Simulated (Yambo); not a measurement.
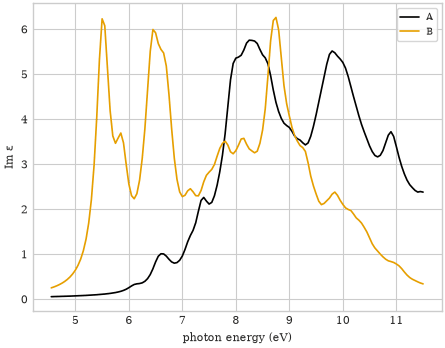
Two computed absorption spectra of KI (rock salt, space group Fm-3m, No. 225) under isotropic strain of +1 % on all lattice vectors (Yambo, PBEsol bands with the same scissor, field along x)

Task: Which curve includes the electron-hole attraction (BSE)?

Result: Curve B: the attraction moves weight to lower energy (centre of the plotted range 7.7 eV against 9.2 eV). Settings: 8×8×8 mesh, 3 valence and 6 conduction bands, static screening with 40 bands and a 4 Ry block, scissor 2.30 eV, Tamm-Dancoff. The scissor comes from a G0W0 run whose convergence isn't established. Broadening 0.15 eV. The band window holds all transitions up to 11.9 eV. On this mesh the peak heights and the fine structure are mesh artefacts; only the shift of weight is robust.

Spin-orbit coupling is not included.

Geometry strained from the cell relaxed with PBEsol, atoms relaxed again; primitive cell a = b = c = 5.0022 Å, α = β = γ = 60.00°.
